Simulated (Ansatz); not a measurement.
```xyz
11

B     0.442   -0.937    0.020
S     1.310   -0.672   -1.591
O     0.878   -0.511    1.258
O    -0.724   -1.657   -0.064
H    -0.771    1.729   -0.904
N    -1.432    1.620   -0.123
H     2.321    0.096   -1.107
H     1.744   -0.065    1.234
H    -1.080   -1.806    0.835
H    -0.844    1.513    0.713
H    -1.845    0.690   -0.271
```

### Where will the first 7 clear peaks of this molecule's radial distribution curve from gas electron diffraction lie, and which pairs make them?

Peak 1, 1.01 Å: O–H 0.97–0.98 Å (×2), N–H 1.03 Å (×3), not resolved
Peak 2, 1.37 Å: S–H 1.36 Å, O–B 1.37–1.38 Å (×2)
Peak 3, 1.85 Å: S–B 1.85 Å, B···H 1.93–1.98 Å (×2), not resolved
Peak 4, 2.39 Å: O···O 2.37 Å, O···H 2.39 Å
Peak 5, 2.81 Å: S···O 2.73–2.89 Å (×2), not resolved
Peak 6, 3.36 Å: N···B 3.17 Å, O···H 3.21–3.52 Å (×5), S···H 3.25–3.59 Å (×2), O···N 3.35–3.43 Å (×2), not resolved
Peak 7, 3.84 Å: S···H 3.68–3.84 Å (×2), S···N 3.86 Å, not resolved

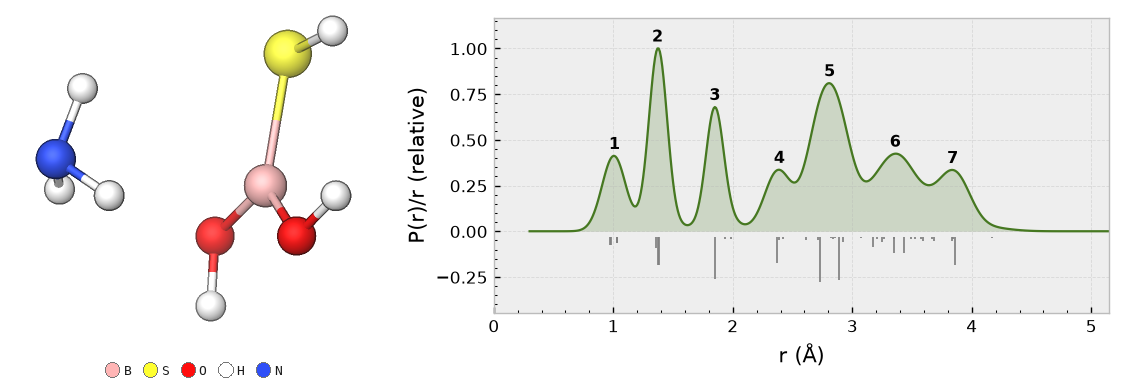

Simulated gas electron diffraction: radial distribution curve of BH₆NO₂S. Each pair of atoms contributes with weight ZᵢZⱼ/r (bars below the curve); damping constant 0.0015 Å²; vibrational amplitudes assumed, not computed: 0.05 Å for bonds, 0.078 Å for bonds to H, 0.06 + 0.015 r up to 0.15 Å for other pairs. The geometry is the end point of an optimisation (Ansatz, RKS PBE-D4/6-31G*); it may be a saddle point or a higher isomer.
